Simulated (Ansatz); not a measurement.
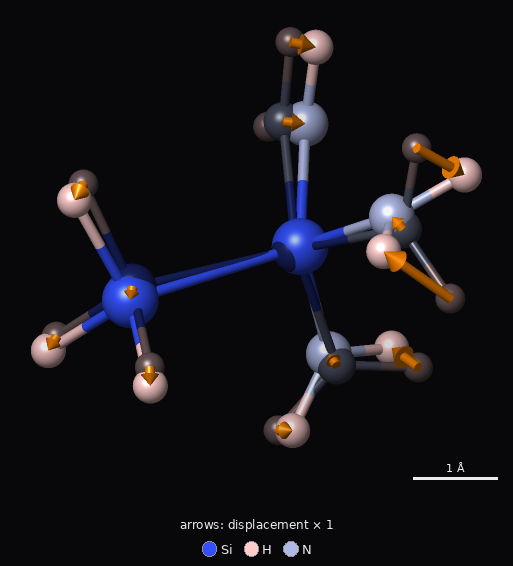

This is a relaxation of Si2N3H9. The starting structure is drawn faded, the final one solid; orange arrows show the displacements, at their true length. The two geometries are superimposed by the best rigid fit.

Style: ball-and-stick. Shown at a tilt.

The run prepares the start of a later molecular dynamics calculation, from a guessed geometry.

Level of theory: RKS PBE0-D4/6-31G (Ansatz 0.2.0).

Input file:
```yaml
crystal:
  periodic: [false, false, false]
  atoms:
    - { symbol: Si, position_ang: [0.0, 0.0, 0.0] }
    - { symbol: Si, position_ang: [0.0, 0.0, 2.22] }
    - { symbol: H, position_ang: [-1.3148, -0.4067, 2.7074] }
    - { symbol: H, position_ang: [1.0096, -0.9353, 2.7074] }
    - { symbol: H, position_ang: [0.3052, 1.342, 2.7074] }
    - { symbol: "N", position_ang: [1.7163, 0.0, -0.6061] }
    - { symbol: H, position_ang: [2.2145, -0.918, -0.7868] }
    - { symbol: H, position_ang: [2.2175, 0.918, -0.7783] }
    - { symbol: "N", position_ang: [-0.8572, 1.4851, -0.6061] }
    - { symbol: H, position_ang: [-1.8773, 1.43, -0.8888] }
    - { symbol: H, position_ang: [-0.3367, 2.4058, -0.6766] }
    - { symbol: "N", position_ang: [-0.8572, -1.4851, -0.6061] }
    - { symbol: H, position_ang: [-1.3922, -2.1014, 0.0704] }
    - { symbol: H, position_ang: [-0.8219, -1.7344, -1.6357] }
basis:
  gaussian: { orbitals: "6-31G" }
hamiltonian:
  xc: pbe0
  dispersion: d4
relax:
  f_tol: 0.02
  max_steps: 40
```

Run as
```bash
ansatz run input.yaml --threads 1 --pin off --max-ram 2048MiB --backend cpu --events-out ev --progress --plain --runs-dir out
```

Which element moves most?

Answer. Hydrogen: up to 1.13 Å, against 0.27 Å for nitrogen.

What happened in the run?

Answer. The largest move after the best rigid fit is that of H7, 1.13 Å. By element the largest moves are H 1.13 Å, N 0.27 Å, Si 0.16 Å. Some distances before and after: Si1–Si2 2.220 → 2.365 Å, Si1–N12 1.819 → 1.759 Å, N12–H13 1.060 → 1.007 Å, Si2–H3 1.460 → 1.507 Å. Bond angles that change, for instance: N6–Si1–N12 109.5° → 121.6°, Si2–Si1–N9 109.5° → 120.0°, N6–Si1–N9 109.5° → 103.1°. Groups turn about Si1–N6 by about 70°, Si1–N12 by about 25°. After 11 accepted moves (12 points after the start) the energy has fallen by 21.8 kcal/mol. The largest force component goes from 2.9 to 0.0053 eV/Å. The line search rejected the trial step at point 7 of the run.

Limits of the set-up: the basis has no polarisation functions, which atoms past neon need.
